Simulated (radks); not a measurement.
**Filling a jellium sphere with rs = 4.54 bohr: electrons 11 to 16**

Aim: add electrons one at a time to a jellium sphere with rs = 4.54 bohr, try the lowest free levels for each, keep the configuration of least energy, and see where shells close. The background charge grows with the count, so each cluster is neutral; its cation and anion are computed too.

The numbers are computed with radks (version 2): non-relativistic spin-polarised Kohn-Sham, LDA (Slater exchange, Perdew-Wang correlation), spherically averaged shells.

## Step 1: The model

```
well                     : a jellium sphere with rs = 4.54 bohr
functional               : LDA (Slater exchange, Perdew-Wang correlation)
levels                   : named by radial order: 1s, 1p, 1d, 2s, 1f and so on
units                    : hartree and bohr; summary energies in eV
configuration carried in : 1s2 1p6 1d(up 2, down 0) (N = 10, energy -0.646990)
```

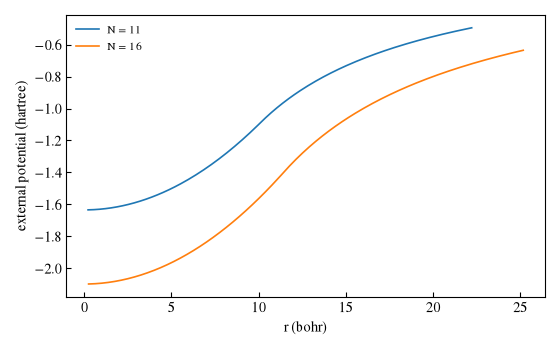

The external potential that the electrons feel, for the smallest and largest background.

## Step 2: 11 electrons

Next run: add 1d up. Settings:

```ini
kind = jellium
xc = PW
rs = 4.54  # bohr
electrons = 11
background = 11  # e
configuration = 1s2 1p6 1d(up 3, down 0)
```

Command:

```bash
python run_model.py task.json out
```

task.json names the series; the program runs every candidate in turn, and a move starts from the lowest state found so far. In the records, mag is the spin moment and err the last SCF error.

Results of the run (chosen fields of its result record, rounded):

```text
{
  "status": "converged",
  "energy_total [hartree]": -0.712962034,
  "energy_kinetic [hartree]": 0.5756239,
  "energy_external [hartree]": -14.16823,
  "energy_hartree [hartree]": 6.998052,
  "energy_xc [hartree]": -1.308759,
  "energy_background [hartree]": 7.190347,
  "orbitals [level, occupation, hartree, mean radius in bohr]": [
    ["1s up", 1, -0.156414, 6.58586],
    ["1p up", 3, -0.126574, 7.76037],
    ["1d up", 3, -0.0885735, 8.73427],
    ["1s down", 1, -0.148, 6.36798],
    ["1p down", 3, -0.116076, 7.71573]
  ],
  "r2_mean [bohr^2]": 66.24306,
  "mag [bohr magneton]": 3,
  "err": 4.9e-10,
  "spill_out [electrons]": 1.744176
}
```

Next run: add 1d down. Changed: configuration = 1s2 1p6 1d(up 2, down 1).

Result:

```text
{
  "status": "converged",
  "energy_total [hartree]": -0.705743003,
  "energy_kinetic [hartree]": 0.5735954,
  "energy_external [hartree]": -14.16169,
  "energy_hartree [hartree]": 6.991843,
  "energy_xc [hartree]": -1.299841,
  "energy_background [hartree]": 7.190347,
  "orbitals [level, occupation, hartree, mean radius in bohr]": [
    ["1s up", 1, -0.154428, 6.51616],
    ["1p up", 3, -0.123933, 7.7434],
    ["1d up", 2, -0.0857738, 8.75229],
    ["1s down", 1, -0.151638, 6.4458],
    ["1p down", 3, -0.120471, 7.73002],
    ["1d down", 1, -0.0821908, 8.77813]
  ],
  "r2_mean [bohr^2]": 66.39884,
  "mag [bohr magneton]": 1,
  "err": 3e-10,
  "spill_out [electrons]": 1.759009
}
```

Next run: add 2s up. Changed: configuration = 1s2 1p6 1d(up 2, down 0) 2s(up 1, down 0).

Result:

```text
{
  "status": "converged",
  "energy_total [hartree]": -0.694133147,
  "energy_kinetic [hartree]": 0.5689889,
  "energy_external [hartree]": -14.12551,
  "energy_hartree [hartree]": 6.961164,
  "energy_xc [hartree]": -1.289122,
  "energy_background [hartree]": 7.190347,
  "orbitals [level, occupation, hartree, mean radius in bohr]": [
    ["1s up", 1, -0.158731, 6.63124],
    ["1p up", 3, -0.129305, 7.80713],
    ["1d up", 2, -0.0917582, 8.77249],
    ["2s up", 1, -0.0725701, 7.82423],
    ["1s down", 1, -0.147933, 6.77936],
    ["1p down", 3, -0.119825, 7.84619]
  ],
  "r2_mean [bohr^2]": 67.393,
  "mag [bohr magneton]": 3,
  "err": 4.9e-10,
  "spill_out [electrons]": 1.931434
}
```

Next run: move 1d up to 1d down: the same state as a run above.

The cation, at the same background. Changed: electrons = 10, configuration = 1s2 1p6 1d(up 2, down 0).

Result:

```text
{
  "status": "converged",
  "energy_total [hartree]": -0.581616832,
  "energy_kinetic [hartree]": 0.5354888,
  "energy_external [hartree]": -13.13593,
  "energy_hartree [hartree]": 6.026261,
  "energy_xc [hartree]": -1.19778,
  "energy_background [hartree]": 7.190347,
  "orbitals [level, occupation, hartree, mean radius in bohr]": [
    ["1s up", 1, -0.246496, 6.43081],
    ["1p up", 3, -0.215216, 7.53341],
    ["1d up", 2, -0.174882, 8.418],
    ["1s down", 1, -0.240238, 6.28665],
    ["1p down", 3, -0.207476, 7.49896]
  ],
  "r2_mean [bohr^2]": 60.83945,
  "mag [bohr magneton]": 2,
  "err": 2.4e-10,
  "spill_out [electrons]": 1.187914
}
```

The anion, at the same background. Changed: electrons = 12, configuration = 1s2 1p6 1d(up 4, down 0).

Result:

```text
{
  "status": "converged",
  "energy_total [hartree]": -0.760540167,
  "energy_kinetic [hartree]": 0.6028508,
  "energy_external [hartree]": -15.12951,
  "energy_hartree [hartree]": 7.987082,
  "energy_xc [hartree]": -1.411306,
  "energy_background [hartree]": 7.190347,
  "orbitals [level, occupation, hartree, mean radius in bohr]": [
    ["1s up", 1, -0.0722292, 6.71172],
    ["1p up", 3, -0.0434829, 7.98657],
    ["1d up", 4, -0.00764772, 9.1218],
    ["1s down", 1, -0.0622675, 6.41805],
    ["1p down", 3, -0.0308865, 7.93966]
  ],
  "r2_mean [bohr^2]": 72.50068,
  "mag [bohr magneton]": 4,
  "err": 3.8e-10,
  "spill_out [electrons]": 2.455729
}
```

| candidate | configuration | above the lowest (eV) |
| --- | --- | --- |
| add 1d up | 1s2 1p6 1d(up 3, down 0) | lowest |
| add 1d down | 1s2 1p6 1d(up 2, down 1) | 0.196 |
| add 2s up | 1s2 1p6 1d(up 2, down 0) 2s(up 1, down 0) | 0.512 |
| move 1d up to 1d down | 1s2 1p6 1d(up 2, down 1) | 0.196 |

Lowest: 1s2 1p6 1d(up 3, down 0).

## Step 3: 12 electrons

Next run: add 1d up. Settings:

```ini
kind = jellium
xc = PW
rs = 4.54  # bohr
electrons = 12
background = 12  # e
configuration = 1s2 1p6 1d(up 4, down 0)
```

Results of the run (chosen fields of its result record, rounded):

```text
{
  "status": "converged",
  "energy_total [hartree]": -0.784760586,
  "energy_kinetic [hartree]": 0.6325215,
  "energy_external [hartree]": -16.39704,
  "energy_hartree [hartree]": 8.105968,
  "energy_xc [hartree]": -1.438696,
  "energy_background [hartree]": 8.312484,
  "orbitals [level, occupation, hartree, mean radius in bohr]": [
    ["1s up", 1, -0.158774, 6.73717],
    ["1p up", 3, -0.13027, 7.91395],
    ["1d up", 4, -0.0937261, 8.86296],
    ["1s down", 1, -0.148207, 6.44804],
    ["1p down", 3, -0.11709, 7.85903]
  ],
  "r2_mean [bohr^2]": 69.76152,
  "mag [bohr magneton]": 4,
  "err": 5.9e-10,
  "spill_out [electrons]": 1.835
}
```

Next run: add 1d down. Changed: configuration = 1s2 1p6 1d(up 3, down 1).

Result:

```text
{
  "status": "converged",
  "energy_total [hartree]": -0.774591336,
  "energy_kinetic [hartree]": 0.6298637,
  "energy_external [hartree]": -16.38819,
  "energy_hartree [hartree]": 8.097545,
  "energy_xc [hartree]": -1.426292,
  "energy_background [hartree]": 8.312484,
  "orbitals [level, occupation, hartree, mean radius in bohr]": [
    ["1s up", 1, -0.157165, 6.66846],
    ["1p up", 3, -0.128057, 7.89663],
    ["1d up", 3, -0.0913553, 8.8768],
    ["1s down", 1, -0.151911, 6.52887],
    ["1p down", 3, -0.121543, 7.87219],
    ["1d down", 1, -0.0846296, 8.92551]
  ],
  "r2_mean [bohr^2]": 69.94837,
  "mag [bohr magneton]": 2,
  "err": 4.3e-10,
  "spill_out [electrons]": 1.854607
}
```

Next run: add 2s up. Changed: configuration = 1s2 1p6 1d(up 3, down 0) 2s(up 1, down 0).

Result:

```text
{
  "status": "converged",
  "energy_total [hartree]": -0.765715127,
  "energy_kinetic [hartree]": 0.6276266,
  "energy_external [hartree]": -16.35751,
  "energy_hartree [hartree]": 8.070468,
  "energy_xc [hartree]": -1.418785,
  "energy_background [hartree]": 8.312484,
  "orbitals [level, occupation, hartree, mean radius in bohr]": [
    ["1s up", 1, -0.160749, 6.79018],
    ["1p up", 3, -0.132699, 7.96158],
    ["1d up", 3, -0.096592, 8.89635],
    ["2s up", 1, -0.0770486, 7.75362],
    ["1s down", 1, -0.147452, 6.90564],
    ["1p down", 3, -0.120357, 8.00229]
  ],
  "r2_mean [bohr^2]": 70.69658,
  "mag [bohr magneton]": 4,
  "err": 2.3e-10,
  "spill_out [electrons]": 2.008638
}
```

The cation, at the same background. Changed: electrons = 11, configuration = 1s2 1p6 1d(up 3, down 0).

Result:

```text
{
  "status": "converged",
  "energy_total [hartree]": -0.648886199,
  "energy_kinetic [hartree]": 0.5958275,
  "energy_external [hartree]": -15.29816,
  "energy_hartree [hartree]": 7.066347,
  "energy_xc [hartree]": -1.325381,
  "energy_background [hartree]": 8.312484,
  "orbitals [level, occupation, hartree, mean radius in bohr]": [
    ["1s up", 1, -0.24704, 6.59432],
    ["1p up", 3, -0.217306, 7.70272],
    ["1d up", 3, -0.178729, 8.57298],
    ["1s down", 1, -0.23828, 6.3803],
    ["1p down", 3, -0.20648, 7.65528]
  ],
  "r2_mean [bohr^2]": 64.65716,
  "mag [bohr magneton]": 3,
  "err": 3.9e-10,
  "spill_out [electrons]": 1.286855
}
```

The anion, at the same background. Changed: electrons = 13, configuration = 1s2 1p6 1d(up 5, down 0).

Result:

```text
{
  "status": "converged",
  "energy_total [hartree]": -0.837947404,
  "energy_kinetic [hartree]": 0.657641,
  "energy_external [hartree]": -17.4275,
  "energy_hartree [hartree]": 9.163384,
  "energy_xc [hartree]": -1.543953,
  "energy_background [hartree]": 8.312484,
  "orbitals [level, occupation, hartree, mean radius in bohr]": [
    ["1s up", 1, -0.0758111, 6.85405],
    ["1p up", 3, -0.048254, 8.12313],
    ["1d up", 5, -0.013591, 9.20637],
    ["1s down", 1, -0.0639438, 6.4877],
    ["1p down", 3, -0.0332637, 8.06939]
  ],
  "r2_mean [bohr^2]": 75.59367,
  "mag [bohr magneton]": 5,
  "err": 1.7e-09,
  "spill_out [electrons]": 2.528783
}
```

| candidate | configuration | above the lowest (eV) |
| --- | --- | --- |
| add 1d up | 1s2 1p6 1d(up 4, down 0) | lowest |
| add 1d down | 1s2 1p6 1d(up 3, down 1) | 0.277 |
| add 2s up | 1s2 1p6 1d(up 3, down 0) 2s(up 1, down 0) | 0.518 |

The series goes on from 1s2 1p6 1d(up 4, down 0).

From the same record, its empty bound levels (hartree) and its density (bohr, e/bohr³):

```text
empty: [["2s up", -0.074415], ["1f up", -0.051978], ["2p up", -0.034948], ["1d down", -0.080071], ["2s down", -0.06791], ["1f down", -0.039312], ["2p down", -0.028696]]
r: [0.3341, 1.174, 2.013, 2.853, 3.692, 4.532, 5.371, 6.211, 7.05, 7.89, 8.729, 9.569, 10.41, 11.25, 12.09, 12.93, 13.77, 14.61, 15.45, 16.28]
n: [0.001348, 0.001462, 0.001691, 0.002012, 0.002384, 0.002748, 0.003029, 0.00314, 0.003008, 0.002615, 0.002028, 0.001387, 0.0008368, 0.0004561, 0.0002313, 0.0001115, 5.18e-05, 2.344e-05, 1.04e-05, 4.608e-06]
```

## Step 4: Electron number 13

Next run: add 1d up. Settings:

```ini
kind = jellium
xc = PW
rs = 4.54  # bohr
electrons = 13
background = 13  # e
configuration = 1s2 1p6 1d(up 5, down 0)
```

Results of the run (chosen fields of its result record, rounded):

```text
{
  "status": "converged",
  "energy_total [hartree]": -0.861521033,
  "energy_kinetic [hartree]": 0.6863839,
  "energy_external [hartree]": -18.75824,
  "energy_hartree [hartree]": 9.282186,
  "energy_xc [hartree]": -1.570631,
  "energy_background [hartree]": 9.498776,
  "orbitals [level, occupation, hartree, mean radius in bohr]": [
    ["1s up", 1, -0.160533, 6.88095],
    ["1p up", 3, -0.133218, 8.06503],
    ["1d up", 5, -0.0980307, 8.9961],
    ["1s down", 1, -0.148092, 6.51786],
    ["1p down", 3, -0.117668, 8.00002]
  ],
  "r2_mean [bohr^2]": 73.1329,
  "mag [bohr magneton]": 5,
  "err": 1.2e-09,
  "spill_out [electrons]": 1.915676
}
```

Next run: add 1d down. Changed: configuration = 1s2 1p6 1d(up 4, down 1).

Result:

```text
{
  "status": "converged",
  "energy_total [hartree]": -0.848736572,
  "energy_kinetic [hartree]": 0.6832456,
  "energy_external [hartree]": -18.74747,
  "energy_hartree [hartree]": 9.271902,
  "energy_xc [hartree]": -1.555194,
  "energy_background [hartree]": 9.498776,
  "orbitals [level, occupation, hartree, mean radius in bohr]": [
    ["1s up", 1, -0.159224, 6.81267],
    ["1p up", 3, -0.131343, 8.04722],
    ["1d up", 4, -0.0960002, 9.0066],
    ["1s down", 1, -0.151797, 6.60235],
    ["1p down", 3, -0.122119, 8.01244],
    ["1d down", 1, -0.0864864, 9.07579]
  ],
  "r2_mean [bohr^2]": 73.33747,
  "mag [bohr magneton]": 3,
  "err": 1.8e-09,
  "spill_out [electrons]": 1.938936
}
```

Next run: add 2s up. Changed: configuration = 1s2 1p6 1d(up 4, down 0) 2s(up 1, down 0).

Result:

```text
{
  "status": "converged",
  "energy_total [hartree]": -0.84252754,
  "energy_kinetic [hartree]": 0.6829501,
  "energy_external [hartree]": -18.72154,
  "energy_hartree [hartree]": 9.247778,
  "energy_xc [hartree]": -1.550492,
  "energy_background [hartree]": 9.498776,
  "orbitals [level, occupation, hartree, mean radius in bohr]": [
    ["1s up", 1, -0.162246, 6.93992],
    ["1p up", 3, -0.135407, 8.11311],
    ["1d up", 4, -0.100639, 9.02586],
    ["2s up", 1, -0.0810419, 7.71113],
    ["1s down", 1, -0.146743, 7.02289],
    ["1p down", 3, -0.120538, 8.15544]
  ],
  "r2_mean [bohr^2]": 73.90678,
  "mag [bohr magneton]": 5,
  "err": 5.6e-10,
  "spill_out [electrons]": 2.076089
}
```

The cation, at the same background. Changed: electrons = 12, configuration = 1s2 1p6 1d(up 4, down 0).

Result:

```text
{
  "status": "converged",
  "energy_total [hartree]": -0.721977312,
  "energy_kinetic [hartree]": 0.6526977,
  "energy_external [hartree]": -17.59489,
  "energy_hartree [hartree]": 8.1769,
  "energy_xc [hartree]": -1.45546,
  "energy_background [hartree]": 9.498776,
  "orbitals [level, occupation, hartree, mean radius in bohr]": [
    ["1s up", 1, -0.247069, 6.74859],
    ["1p up", 3, -0.21869, 7.86667],
    ["1d up", 4, -0.181709, 8.72689],
    ["1s down", 1, -0.236143, 6.46306],
    ["1p down", 3, -0.205168, 7.80718]
  ],
  "r2_mean [bohr^2]": 68.27388,
  "mag [bohr magneton]": 4,
  "err": 2.5e-10,
  "spill_out [electrons]": 1.374527
}
```

The anion, at the same background. Changed: electrons = 14, configuration = 1s2 1p6 1d(up 5, down 1).

Result:

```text
{
  "status": "converged",
  "energy_total [hartree]": -0.904981114,
  "energy_kinetic [hartree]": 0.7056463,
  "energy_external [hartree]": -19.8396,
  "energy_hartree [hartree]": 10.39002,
  "energy_xc [hartree]": -1.659827,
  "energy_background [hartree]": 9.498776,
  "orbitals [level, occupation, hartree, mean radius in bohr]": [
    ["1s up", 1, -0.0780916, 6.91921],
    ["1p up", 3, -0.0510521, 8.24017],
    ["1d up", 5, -0.0173612, 9.31862],
    ["1s down", 1, -0.0690813, 6.63393],
    ["1p down", 3, -0.0397294, 8.20492],
    ["1d down", 1, -0.00581356, 9.46397]
  ],
  "r2_mean [bohr^2]": 78.94401,
  "mag [bohr magneton]": 4,
  "err": 6.3e-10,
  "spill_out [electrons]": 2.625987
}
```

| candidate | configuration | above the lowest (eV) |
| --- | --- | --- |
| add 1d up | 1s2 1p6 1d(up 5, down 0) | lowest |
| add 1d down | 1s2 1p6 1d(up 4, down 1) | 0.348 |
| add 2s up | 1s2 1p6 1d(up 4, down 0) 2s(up 1, down 0) | 0.517 |

Lowest: 1s2 1p6 1d(up 5, down 0).

## Step 5: 14 electrons

Next run: add 1d down. Settings:

```ini
kind = jellium
xc = PW
rs = 4.54  # bohr
electrons = 14
background = 14  # e
configuration = 1s2 1p6 1d(up 5, down 1)
```

Results of the run (chosen fields of its result record, rounded):

```text
{
  "status": "converged",
  "energy_total [hartree]": -0.92742041,
  "energy_kinetic [hartree]": 0.7339104,
  "energy_external [hartree]": -21.23525,
  "energy_hartree [hartree]": 10.5124,
  "energy_xc [hartree]": -1.686009,
  "energy_background [hartree]": 10.74753,
  "orbitals [level, occupation, hartree, mean radius in bohr]": [
    ["1s up", 1, -0.160788, 6.94943],
    ["1p up", 3, -0.134003, 8.19489],
    ["1d up", 5, -0.0999227, 9.13927],
    ["1s down", 1, -0.151451, 6.66518],
    ["1p down", 3, -0.122358, 8.14973],
    ["1d down", 1, -0.0879178, 9.22704]
  ],
  "r2_mean [bohr^2]": 76.60598,
  "mag [bohr magneton]": 4,
  "err": 1.6e-10,
  "spill_out [electrons]": 2.015579
}
```

Next run: add 2s up. Changed: configuration = 1s2 1p6 1d(up 5, down 0) 2s(up 1, down 0).

Result:

```text
{
  "status": "converged",
  "energy_total [hartree]": -0.923795802,
  "energy_kinetic [hartree]": 0.7352121,
  "energy_external [hartree]": -21.21352,
  "energy_hartree [hartree]": 10.49079,
  "energy_xc [hartree]": -1.683807,
  "energy_background [hartree]": 10.74753,
  "orbitals [level, occupation, hartree, mean radius in bohr]": [
    ["1s up", 1, -0.163364, 7.08108],
    ["1p up", 3, -0.137596, 8.26134],
    ["1d up", 5, -0.104068, 9.15827],
    ["2s up", 1, -0.0846475, 7.68863],
    ["1s down", 1, -0.145912, 7.13076],
    ["1p down", 3, -0.120485, 8.30496]
  ],
  "r2_mean [bohr^2]": 77.04102,
  "mag [bohr magneton]": 6,
  "err": 1.3e-09,
  "spill_out [electrons]": 2.137315
}
```

Next run: add 2s down. Changed: configuration = 1s2 1p6 1d(up 5, down 0) 2s(up 0, down 1).

Result:

```text
{
  "status": "converged",
  "energy_total [hartree]": -0.916561246,
  "energy_kinetic [hartree]": 0.7361862,
  "energy_external [hartree]": -21.20754,
  "energy_hartree [hartree]": 10.4846,
  "energy_xc [hartree]": -1.677344,
  "energy_background [hartree]": 10.74753,
  "orbitals [level, occupation, hartree, mean radius in bohr]": [
    ["1s up", 1, -0.159926, 7.36615],
    ["1p up", 3, -0.136265, 8.31872],
    ["1d up", 5, -0.103214, 9.15552],
    ["1s down", 1, -0.151669, 6.75119],
    ["1p down", 3, -0.123311, 8.21984],
    ["2s down", 1, -0.0779644, 7.95185]
  ],
  "r2_mean [bohr^2]": 77.15223,
  "mag [bohr magneton]": 4,
  "err": 9.2e-10,
  "spill_out [electrons]": 2.139056
}
```

Next run: move 1d down to 2s up: the same state as a run above.

Next run: move 1d down to 2s down: the same state as a run above.

Next run: move 1d up to 1d down. Changed: configuration = 1s2 1p6 1d(up 4, down 2).

Result:

```text
{
  "status": "converged",
  "energy_total [hartree]": -0.918464927,
  "energy_kinetic [hartree]": 0.731845,
  "energy_external [hartree]": -21.22802,
  "energy_hartree [hartree]": 10.50547,
  "energy_xc [hartree]": -1.675296,
  "energy_background [hartree]": 10.74753,
  "orbitals [level, occupation, hartree, mean radius in bohr]": [
    ["1s up", 1, -0.159202, 6.88205],
    ["1p up", 3, -0.131882, 8.18019],
    ["1d up", 4, -0.0976797, 9.15271],
    ["1s down", 1, -0.154552, 6.74375],
    ["1p down", 3, -0.12611, 8.15968],
    ["1d down", 2, -0.0917438, 9.19714]
  ],
  "r2_mean [bohr^2]": 76.72996,
  "mag [bohr magneton]": 2,
  "err": 1.2e-10,
  "spill_out [electrons]": 2.030886
}
```

The cation, at the same background. Changed: electrons = 13, configuration = 1s2 1p6 1d(up 5, down 0).

Result:

```text
{
  "status": "converged",
  "energy_total [hartree]": -0.799978324,
  "energy_kinetic [hartree]": 0.7063844,
  "energy_external [hartree]": -20.02175,
  "energy_hartree [hartree]": 9.355303,
  "energy_xc [hartree]": -1.58745,
  "energy_background [hartree]": 10.74753,
  "orbitals [level, occupation, hartree, mean radius in bohr]": [
    ["1s up", 1, -0.246749, 6.89449],
    ["1p up", 3, -0.219568, 8.02571],
    ["1d up", 5, -0.184044, 8.8792],
    ["1s down", 1, -0.233951, 6.53437],
    ["1p down", 3, -0.203673, 7.95439]
  ],
  "r2_mean [bohr^2]": 71.73757,
  "mag [bohr magneton]": 5,
  "err": 1.2e-09,
  "spill_out [electrons]": 1.454386
}
```

The anion, at the same background. Changed: electrons = 15, configuration = 1s2 1p6 1d(up 5, down 2).

Result:

```text
{
  "status": "converged",
  "energy_total [hartree]": -0.977097097,
  "energy_kinetic [hartree]": 0.7519342,
  "energy_external [hartree]": -22.38115,
  "energy_hartree [hartree]": 11.68382,
  "energy_xc [hartree]": -1.77924,
  "energy_background [hartree]": 10.74753,
  "orbitals [level, occupation, hartree, mean radius in bohr]": [
    ["1s up", 1, -0.0796821, 6.97962],
    ["1p up", 3, -0.0531145, 8.36048],
    ["1d up", 5, -0.0203837, 9.44095],
    ["1s down", 1, -0.0732797, 6.76848],
    ["1p down", 3, -0.0450809, 8.33767],
    ["1d down", 2, -0.0122069, 9.54071]
  ],
  "r2_mean [bohr^2]": 82.11111,
  "mag [bohr magneton]": 3,
  "err": 3.6e-10,
  "spill_out [electrons]": 2.711244
}
```

| candidate | configuration | above the lowest (eV) |
| --- | --- | --- |
| add 1d down | 1s2 1p6 1d(up 5, down 1) | lowest |
| add 2s up | 1s2 1p6 1d(up 5, down 0) 2s(up 1, down 0) | 0.0986 |
| add 2s down | 1s2 1p6 1d(up 5, down 0) 2s(up 0, down 1) | 0.295 |
| move 1d down to 2s up | 1s2 1p6 1d(up 5, down 0) 2s(up 1, down 0) | 0.0986 |
| move 1d down to 2s down | 1s2 1p6 1d(up 5, down 0) 2s(up 0, down 1) | 0.295 |
| move 1d up to 1d down | 1s2 1p6 1d(up 4, down 2) | 0.244 |

Lowest: 1s2 1p6 1d(up 5, down 1).

[end of part 1 of 2]
